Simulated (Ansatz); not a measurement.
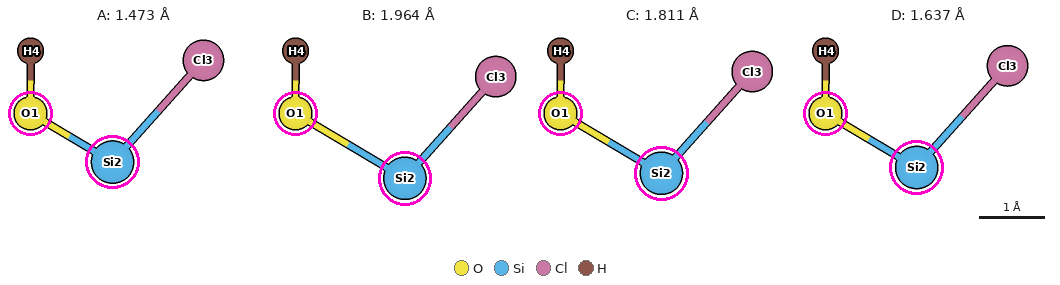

SiHOCl: the O1–Si2 distance is varied, with the rest of the molecule carried along rigidly. The picture is a ball-and-stick view, seen face on. The ringed atoms are those of the scanned coordinate.

Computed with Ansatz: wB97M-V, basis def2-TZVPP, on geometries moved rigidly from the minimum at PBE0-D4/def2-TZVP. Energies are counted from the PBE0-D4/def2-TZVP minimum geometry at the same level.

Order these geometries by energy, lowest first.

Answer. Lowest first: D (the distance 1.637 Å, 0.0 kcal/mol), C (the distance 1.811 Å, 7.8 kcal/mol), A (the distance 1.473 Å, 13.9 kcal/mol), B (the distance 1.964 Å, 21.9 kcal/mol). Over the whole scan: of the computed points the lowest is at the distance 1.637 Å, 0.0 kcal/mol. The end points stand at 13.9 kcal/mol (1.473 Å) and 21.9 kcal/mol (1.964 Å). The curvature at the lowest point is about 32 eV/Å² (5.2 mdyn/Å). The well is steeper on the short side, as for any bond.
